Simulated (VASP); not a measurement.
Band structure of NaH (rock salt). Level of theory: PBE GGA, VASP's PBE PAW potentials (set 64) (plane waves; VASP 6.6.1).

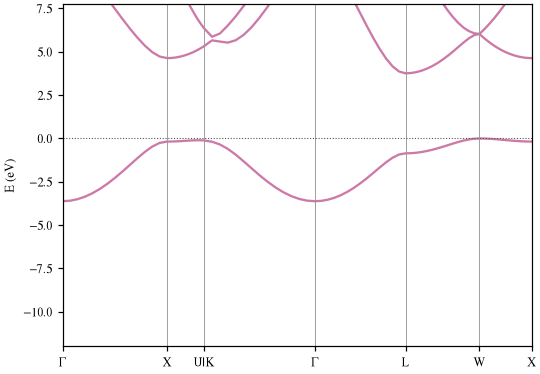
Bands along high-symmetry lines, zero at the valence-band maximum or, without a gap, the Fermi level

Question: Read the plot: is there a gap, and where are the band edges?

Answer: The gap is indirect, 3.76 eV, from the valence maximum at W to the conduction minimum at L. (Edges off the drawn lines would not show.)

The compound is NaH in the rock salt structure. It was relaxed first.
